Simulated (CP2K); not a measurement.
**GFN2-xTB run of Si2NH7O2 (SMILES N[SiH2][SiH](O)O)**

Aim: the energy difference between two shapes of Si2NH7O2 at GFN2-xTB, from 2 runs. 

The results are computed with CP2K 2026.2.

3 further runs of the same task are left out: 1 that didn't finish, 2 set aside as unsound or not needed.

### 1 The system as given

Si2NH7O2: 12 atoms, total charge 0, spin state singlet. As SMILES, `N[SiH2][SiH](O)O`. The shape comes from a force field and isn't a relaxed structure. This is one conformer, not always the lowest.

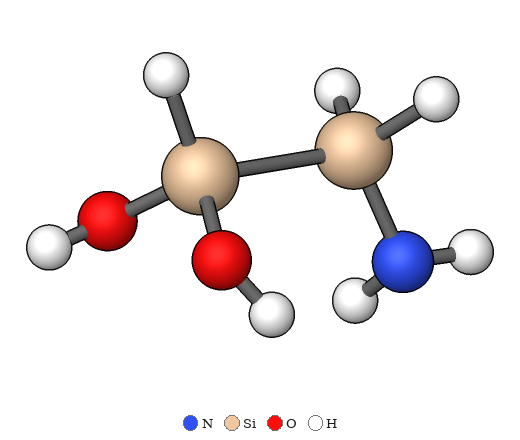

Viewed from a chosen angle; nitrogen blue, silicon light orange, oxygen red, hydrogen white.

### 2 Energy and forces at GFN2-xTB

Contents of molecule.xyz:

```xyz
12

N     -1.228900     1.045300     1.180400
Si    -0.153300    -0.197700     1.252900
Si     0.855800    -0.563900    -0.866800
O     -0.147000    -1.111400    -1.958200
O      1.471700     0.864500    -1.466400
H     -2.056200     0.818800     0.576200
H     -1.648900     1.235500     2.098200
H      0.879700     0.213400     2.275900
H     -0.916300    -1.357500     1.750800
H      1.994100    -1.545700    -0.732700
H      0.077700    -1.117300    -2.853400
H      0.948600     1.660900    -1.222900
```

Contents of gas.inp:

```
&GLOBAL
    PROJECT gas
    RUN_TYPE ENERGY_FORCE
    PRINT_LEVEL MEDIUM
&END GLOBAL

&FORCE_EVAL
    METHOD QUICKSTEP
    &DFT
        CHARGE 0
        MULTIPLICITY 1
        &QS
            METHOD XTB
            EPS_DEFAULT 1.0E-10
            &XTB
                GFN_TYPE TBLITE
                &TBLITE
                    METHOD GFN2
                &END TBLITE
                CHECK_ATOMIC_CHARGES F
            &END XTB
        &END QS
        &POISSON
            PERIODIC NONE
            POISSON_SOLVER ANALYTIC
        &END POISSON
        &SCF
            SCF_GUESS ATOMIC
            EPS_SCF 1.0E-07
            MAX_SCF 150
            ADDED_MOS 8
            &DIAGONALIZATION
                ALGORITHM STANDARD
            &END DIAGONALIZATION
            &MIXING
                METHOD DIRECT_P_MIXING
                ALPHA 0.4
            &END MIXING
            &SMEAR ON
                METHOD FERMI_DIRAC
                ELECTRONIC_TEMPERATURE [K] 300
            &END SMEAR
        &END SCF
        &PRINT
            &MOMENTS
                PERIODIC F
                REFERENCE COM
                MAX_MOMENT 1
            &END MOMENTS
            &MO ON
                ENERGIES T
                OCCUPATION_NUMBERS T
                NDIGITS 6
                &EACH
                    QS_SCF 0
                &END EACH
                ADD_LAST NUMERIC
            &END MO
            &HIRSHFELD OFF
            &END HIRSHFELD
        &END PRINT
    &END DFT
    &SUBSYS
        &CELL
            ABC [angstrom] 20.1 19.2 21.1
            PERIODIC NONE
        &END CELL
        &TOPOLOGY
            COORD_FILE_NAME molecule.xyz
            COORD_FILE_FORMAT XYZ
            &CENTER_COORDINATES
            &END CENTER_COORDINATES
        &END TOPOLOGY
    &END SUBSYS
    &PRINT
        &FORCES ON
        &END FORCES
    &END PRINT
&END FORCE_EVAL
```

Run with:

```sh
OMP_NUM_THREADS=1 cp2k.psmp -i gas.inp > gas.out 2>&1
```

The log of the run:

```text
CP2K| version string:                                       CP2K version 2026.2
[...]
 GLOBAL| Method name                                                        CP2K
[...]
 GLOBAL| Run type                                                   ENERGY_FORCE
[...]
                             - Atoms:                                         12
[...]
                             - Spherical basis functions:                     37
[...]
 Number of electrons:                                                         32
[...]
  *** SCF run converged in    20 steps ***
[...]
  Fermi energy:                                                -0.20449775061360
[...]
 TB_DIPOLE| Moment [Debye]         -1.38202379       0.40557692       0.06025301
 TB_DIPOLE| Derivative [a.u.]       0.00000000       0.00000000       0.00000000
[...]
 ENERGY| Total FORCE_EVAL ( QS ) energy [hartree]            -18.164559471940198
 FORCES| Atomic forces [hartree/bohr]
 FORCES|   Atom     x               y               z               |f|
 FORCES|      1 -7.47293851E-02  4.35366372E-02 -3.32695626E-03   8.65504963E-02
 FORCES|      2  5.93175621E-02 -5.44584630E-02 -9.61100347E-03   8.10966630E-02
 FORCES|      3  2.73756600E-02  1.57702625E-02  4.01128025E-02   5.10604041E-02
 FORCES|      4 -3.34698728E-02 -1.49455956E-02  8.64581454E-03   3.76610319E-02
 FORCES|      5 -1.54550657E-02  9.19367836E-03  1.22301764E-02   2.17476434E-02
 FORCES|      6  2.00916813E-02  1.10984844E-02  1.00301626E-02   2.50490753E-02
 FORCES|      7  4.43306846E-03  6.01881468E-03 -9.35563095E-03   1.19752268E-02
 FORCES|      8 -9.37501327E-03 -3.75141205E-03 -7.25625180E-03   1.24345147E-02
 FORCES|      9  5.74777387E-03 -5.82020369E-03  2.06435638E-03   8.43642358E-03
 FORCES|     10 -6.73724361E-03  1.17537946E-02 -4.05508698E-03   1.41416360E-02
 FORCES|     11  6.83880505E-03 -7.14448038E-04 -3.27016964E-02   3.34167718E-02
 FORCES|     12  1.59620297E-02 -1.76815492E-02 -6.77668656E-03   2.47658445E-02
 FORCES| Sum     1.31838984E-16 -1.45716772E-16 -1.64798730E-17
[...]
```

Wall time 0.3 s (1 thread of Arm Neoverse V1, shared host).

### 3 The distorted shape, same level

Contents of molecule.xyz:

```xyz
12

N     -1.063691     1.233441     1.165429
Si    -0.173619    -0.265993     1.170668
Si     0.802012    -0.522222    -0.702963
O     -0.045578    -1.095862    -1.970879
O      1.455174     0.911719    -1.509329
H     -1.992623     0.996719     0.654290
H     -1.575376     1.270292     2.123108
H      1.011260     0.178763     2.168108
H     -1.050507    -1.360277     1.658834
H      2.013488    -1.458569    -0.725678
H      0.014441    -1.154206    -2.730474
H      1.033544     1.693501    -1.176792
```

Contents of job.inp:

```
&GLOBAL
  PROJECT_NAME job
  RUN_TYPE ENERGY_FORCE
  PRINT_LEVEL MEDIUM
&END GLOBAL
&FORCE_EVAL
  METHOD QUICKSTEP
  &DFT
    CHARGE 0
    MULTIPLICITY 1
    # Quickstep
    &QS
      METHOD XTB
      EPS_DEFAULT 1.0E-10
      &XTB
        GFN_TYPE TBLITE
        &TBLITE
          METHOD GFN2
        &END TBLITE
        CHECK_ATOMIC_CHARGES F
      &END XTB
    &END QS
    # cluster boundary conditions
    &POISSON
      PERIODIC NONE
      POISSON_SOLVER ANALYTIC
    &END POISSON
    # SCF settings
    &SCF
      SCF_GUESS ATOMIC
      EPS_SCF 1.0E-07
      MAX_SCF 150
      ADDED_MOS 8
      &DIAGONALIZATION
        ALGORITHM STANDARD
      &END DIAGONALIZATION
      &MIXING
        METHOD DIRECT_P_MIXING
        ALPHA 0.4
      &END MIXING
      &SMEAR ON
        METHOD FERMI_DIRAC
        ELECTRONIC_TEMPERATURE [K] 300
      &END SMEAR
    &END SCF
    &PRINT
      &MOMENTS
        PERIODIC F
        REFERENCE COM
        MAX_MOMENT 1
      &END MOMENTS
      &MO ON
        ENERGIES T
        OCCUPATION_NUMBERS T
        NDIGITS 6
        &EACH
          QS_SCF 0
        &END EACH
        ADD_LAST NUMERIC
      &END MO
      &HIRSHFELD OFF
      &END HIRSHFELD
    &END PRINT
  &END DFT
  # structure
  &SUBSYS
    # vacuum box
    &CELL
      ABC [angstrom] 20 19.2 20.9
      PERIODIC NONE
    &END CELL
    &TOPOLOGY
      COORD_FILE_NAME molecule.xyz
      COORD_FILE_FORMAT XYZ
      &CENTER_COORDINATES
      &END CENTER_COORDINATES
    &END TOPOLOGY
  &END SUBSYS
  &PRINT
    &FORCES ON
    &END FORCES
  &END PRINT
&END FORCE_EVAL
```

Run with:

```sh
OMP_NUM_THREADS=1 cp2k.psmp job.inp > job.out
```

The log of the run:

```text
CP2K| version string:                                       CP2K version 2026.2
[...]
 GLOBAL| Method name                                                        CP2K
[...]
 GLOBAL| Run type                                                   ENERGY_FORCE
[...]
                             - Atoms:                                         12
[...]
                             - Spherical basis functions:                     37
[...]
 Number of electrons:                                                         32
[...]
  *** SCF run converged in    20 steps ***
[...]
  Fermi energy:                                                -0.24306525734997
[...]
 TB_DIPOLE| Moment [Debye]         -2.04337172      -0.43930534       1.19302110
 TB_DIPOLE| Derivative [a.u.]       0.00000000       0.00000000       0.00000000
[...]
 ENERGY| Total FORCE_EVAL ( QS ) energy [hartree]            -18.082011467207632
 FORCES| Atomic forces [hartree/bohr]
 FORCES|   Atom     x               y               z               |f|
 FORCES|      1 -8.09067153E-02 -2.22486956E-02  2.66670414E-02   8.80456253E-02
 FORCES|      2 -4.59908900E-03  1.78525886E-02  7.51704944E-02   7.73981250E-02
 FORCES|      3  7.09846886E-02  7.27328869E-03 -1.11853127E-01   1.32675728E-01
 FORCES|      4 -4.98200150E-02  1.97607555E-02  4.02729259E-01   4.06279925E-01
 FORCES|      5 -1.52300240E-02 -3.44354114E-02  2.96437017E-02   4.79218138E-02
 FORCES|      6  3.65677749E-02  1.75042279E-02  2.07642531E-03   4.05944786E-02
 FORCES|      7  2.98186008E-02  1.13197212E-02 -2.72519134E-02   4.19517798E-02
 FORCES|      8 -2.24458133E-02 -1.27318245E-02 -1.26085155E-02   2.87208732E-02
 FORCES|      9  6.70857971E-03  8.70177546E-04  6.61854295E-04   6.79708039E-03
 FORCES|     10 -1.09900244E-02  1.29596315E-02  5.17880301E-03   1.77638027E-02
 FORCES|     11  3.76102348E-02 -2.60295197E-02 -3.90489217E-01   3.93158866E-01
 FORCES|     12  2.30180228E-03  7.90506012E-03  7.51946924E-05   8.23370655E-03
 FORCES| Sum     6.28837260E-17  1.09287579E-16 -7.97837274E-17
[...]
```

Wall time 0.3 s (1 thread of Arm Neoverse V1, shared host).

### 4 Outcome

At GFN2-xTB:

| quantity | value |
| --- | --- |
| first shape: total energy | -18.16456 Eh |
| first shape: dipole moment (from atomic charges alone) | 1.44 D |
| first shape: HOMO energy | -9.45 eV |
| first shape: LUMO energy | -4.69 eV |
| first shape: HOMO–LUMO gap | 4.77 eV |
| first shape: largest force on an atom | 4.451 eV/Å |
| distorted shape: total energy | -18.08201 Eh |
| distorted shape: dipole moment (from atomic charges alone) | 2.41 D |
| distorted shape: HOMO energy | -10.11 eV |
| distorted shape: LUMO energy | -5.74 eV |
| distorted shape: HOMO–LUMO gap | 4.37 eV |
| distorted shape: largest force on an atom | 20.892 eV/Å |
| energy change with the atoms displaced | 2.246 eV |

In words: With the atoms displaced the energy rises by 2.25 eV (52 kcal/mol). The first shape isn't relaxed at this level, so the change isn't measured from a minimum. The largest force (first shape) is 4.45 eV/Å: the shape isn't a stationary point for this species at this level. The dipole (first shape) comes from point charges on the atoms alone, without atomic dipoles, so it is partial. The dipole (distorted shape) comes from point charges on the atoms alone, without atomic dipoles, so it is partial.
